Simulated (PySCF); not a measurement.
Cl4OTa (charge −1)

```xyz
6

Ta    0.0000    0.0000    0.2354
O     0.0000    0.0000    1.9930
Cl    0.0000    0.0000   -2.2998
Cl    2.3639    0.0000    0.1066
Cl   -1.1819    2.0472    0.1066
Cl   -1.1820   -2.0472    0.1066
```

Core potentials replace the inner electrons of Ta.

All numbers below come from PySCF, RKS PBE, Ta def2-SVP with ECP60, O def2-SVP, Cl def2-SVP; non-relativistic Hamiltonian with scalar-relativistic core potentials where named; density fitting.

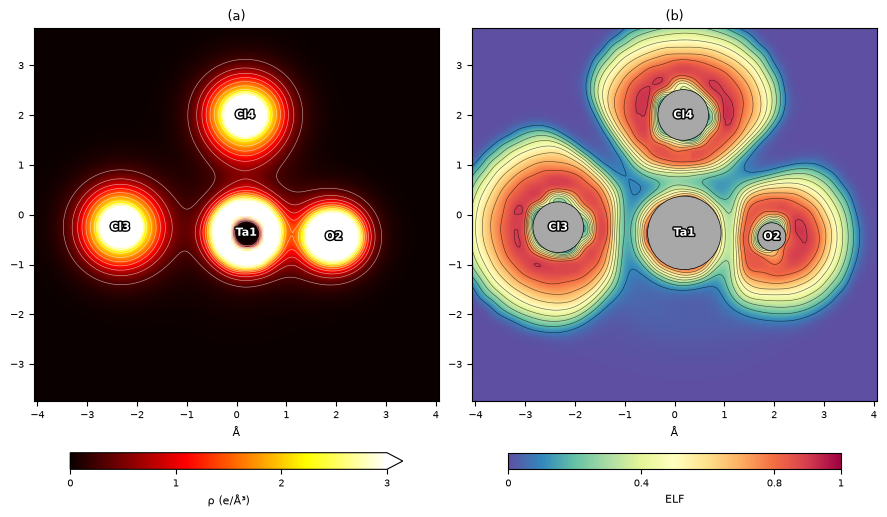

Figure 1. (a) electron density; (b) electron localisation function on the plane of atoms O2, Ta1 and Cl4. Grey discs cover the atomic cores in the ELF map.

### What do the fields say about this system?

The section cuts through Ta, O and Cl sites.
Ta–O (1.76 Å): the density is about 1.5 e/Å³ at the midpoint; the ELF peaks at about 0.85 in the valence shell of O, 0.5 Å from its nucleus, and drops to about 0.35 between the two atoms.
Ta–Cl (2.37 Å): ρ is about 0.57 e/Å³ halfway; the ELF peaks at about 0.80 in the valence shell of Cl, 0.9 Å from its nucleus, and is about 0.35 at the midpoint.
Ta–Cl (2.54 Å): ρ at the midpoint is about 0.4 e/Å³; the ELF peaks at about 0.85 in the valence shell of Cl, 0.9 Å from its nucleus, and is about 0.25 at the midpoint.

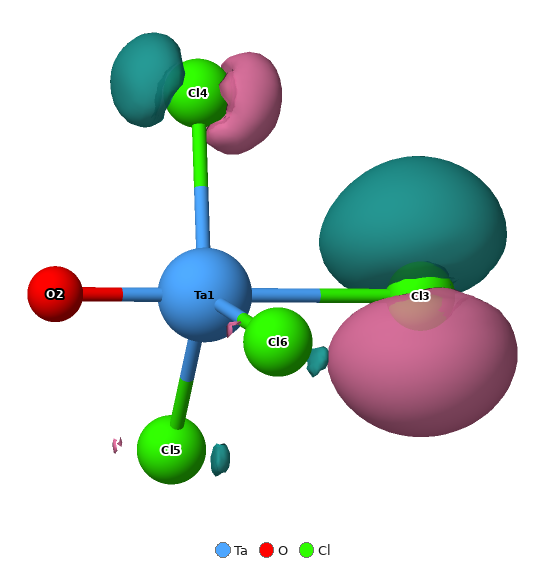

Figure 2. The HOMO at ±0.15 Å⁻³ᐟ² (teal and pink are the two phases), seen at a tilt.

### Describe this orbital and give its energy.

By Hirshfeld shares it lies mainly on Cl3 (about 80 %); largely a lone pair of Cl3. It is one of a degenerate set, so its orientation is arbitrary. Its energy is −2.23 eV.
